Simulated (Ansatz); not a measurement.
# SiHCl2O (SMILES [O][SiH](Cl)Cl) at UBHLYP/6-311+G(d,p)

What is the vertical ionisation energy of SiHCl2O at UBHLYP/6-311+G**? 

Program for the calculation: Ansatz 0.2.0.

45 further runs of the same task are left out: 45 set aside as unsound or not needed.

### 1 Starting point

SiHCl2O: 5 atoms, total charge 0, spin state doublet. SMILES: `[O][SiH](Cl)Cl`. The coordinates come from a PBE0-D4/def2-TZVP relaxation.

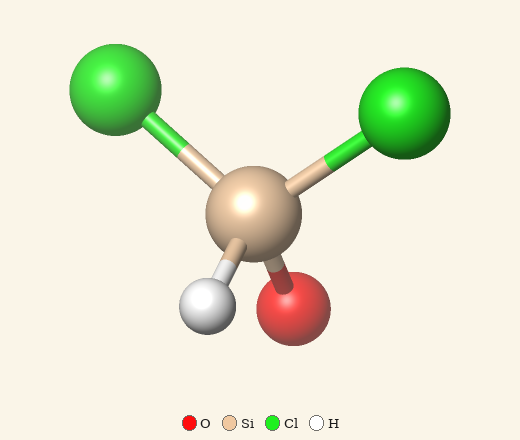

Viewed from a chosen angle; oxygen red, silicon light orange, chlorine green, hydrogen white.

### 2 A single-point energy at UBHLYP/6-311+G(d,p)

Input file run.yaml:

```yaml
crystal:
  periodic: [false, false, false]
  atoms:
    - {symbol: O, position_ang: [0.092100, -0.719000, 1.517100]}
    - {symbol: Si, position_ang: [0.084300, -0.040000, 0.014900]}
    - {symbol: Cl, position_ang: [-0.523700, 1.894600, 0.060800]}
    - {symbol: Cl, position_ang: [-1.112100, -1.056100, -1.269800]}
    - {symbol: H, position_ang: [1.509200, -0.153100, -0.364300]}
basis:
  gaussian:
    orbitals: 6-311+G_st__st_-spherical.json
magnetization:
  spin_polarized: true
  initial_magnetization: 1
hamiltonian:
  xc: {name: BHLYP}
accuracy: high
output:
  orbitals: {seedname: orbitals}
```

The basis set 6-311+G** is read from a file made from the Basis Set Exchange's data (not shown).

Command:

```sh
$ ansatz run run.yaml --threads 1 --pin off --max-ram 3480MiB --events-out events.jsonl --progress --plain --runs-dir runs
```

The program printed:

```text
Warning: RAYON_NUM_THREADS=1 ignored (pool sized by the plan → 1); use --threads N
Functional definition: BHLYP
  name "BHLYP"
  parameter a = 0.5
  exchange = (1 - a)*b88_x + a*exact_x
  correlation = lyp_c
1999 factors; integrals over basis functions are off by at most 8.4e-9 eV
mean field evaluation 1: about -34975.8472 eV, gradient 4.6e1 eV
mean field evaluation 2: about -34882.6368 eV, gradient 1.3e2 eV
mean field evaluation 4: about -34986.8581 eV, gradient 1.2e1 eV
mean field evaluation 8: about -34987.9124 eV, gradient 1.2e-1 eV
mean field evaluation 16: about -34987.9624 eV, gradient 5.6e-4 eV
mean field evaluation 32: about -34988.1206 eV, gradient 8.1e-5 eV
mean field -34988.12057051 eV, -1285.7897151663 hartree, gradient 4.6e-8 eV, S^2 0.754044; 2 other end points of the search recorded, 0 dependent functions left out
reference -34988.12059799 eV, -1285.7897161762 hartree; 29, 28 occupied and 89, 90 virtual orbitals, 1999 factors
Total energy: -34988.12059799 eV, -1285.7897161762 hartree
```

Run time: 16 s. Hardware: 1 thread of AMD EPYC 9R45 (Zen 5), shared host; peak memory 0.62 GiB.

### 3 The singlet cation at the same level

Edit run.yaml of step 2 so:

```diff
@@ -9,11 +9,6 @@
 basis:
-  gaussian:
-    orbitals: 6-311+G_st__st_-spherical.json
-magnetization:
-  spin_polarized: true
-  initial_magnetization: 1
-hamiltonian:
-  xc: {name: BHLYP}
+  gaussian: {orbitals: 6-311+G_st__st_-spherical.json}
+total_charge: 1
 accuracy: high
-output:
-  orbitals: {seedname: orbitals}
+hamiltonian: {xc: {name: BHLYP}}
+output: {orbitals: {seedname: orbitals}}
```

The basis set 6-311+G** is read from a file made from the Basis Set Exchange's data (not shown).

Command:

```sh
$ ansatz run run.yaml --threads 1 --pin off --max-ram 3480MiB --events-out events.jsonl --progress --plain --runs-dir runs
```

The program printed:

```text
Warning: RAYON_NUM_THREADS=1 ignored (pool sized by the plan → 1); use --threads N
Functional definition: BHLYP
  name "BHLYP"
  parameter a = 0.5
  exchange = (1 - a)*b88_x + a*exact_x
  correlation = lyp_c
1999 factors; integrals over basis functions are off by at most 8.4e-9 eV
mean field evaluation 1: about -34956.8752 eV, gradient 8.4e1 eV
mean field evaluation 2: about -34811.4814 eV, gradient 1.9e2 eV
mean field evaluation 4: about -34967.9963 eV, gradient 4.9e1 eV
mean field evaluation 8: about -34973.9021 eV, gradient 1.4e0 eV
mean field evaluation 16: about -34973.9904 eV, gradient 3.4e-1 eV
mean field evaluation 32: about -34974.0304 eV, gradient 1.2e0 eV
mean field evaluation 64: about -34973.9318 eV, gradient 2.0e0 eV
mean field -34974.08876278 eV, -1285.2740557435 hartree, gradient 1.4e-8 eV, S^2 0.000000; 4 other end points of the search recorded, 0 dependent functions left out
reference -34974.08878995 eV, -1285.2740567420 hartree; 28, 28 occupied and 90, 90 virtual orbitals, 1999 factors
Total energy: -34974.08878995 eV, -1285.2740567420 hartree
```

It took 11 s on 1 thread of AMD EPYC 9R45 (Zen 5), shared host; peak memory 0.43 GiB.

### 4 Outcome

Level: UBHLYP/6-311+G**.

| quantity | value |
| --- | --- |
| doublet SiHCl2O: total energy | -1285.78972 Eh |
| doublet SiHCl2O: HOMO energy (highest over α and β) | -10.88 eV |
| doublet SiHCl2O: LUMO energy (lowest over α and β) | -3.93 eV |
| doublet SiHCl2O: ⟨S²⟩ | 0.754 |
| singlet cation: total energy | -1285.27406 Eh |
| singlet cation: HOMO energy | -16.95 eV |
| singlet cation: LUMO energy | -13.97 eV |
| singlet cation: HOMO–LUMO gap | 2.98 eV |
| vertical ionisation energy (to the singlet cation) | 14.032 eV |

**Reading.** Removing an electron at fixed nuclei costs 14.03 eV (1354 kJ/mol). Only the singlet of the ionised species was computed; a triplet could lie lower.
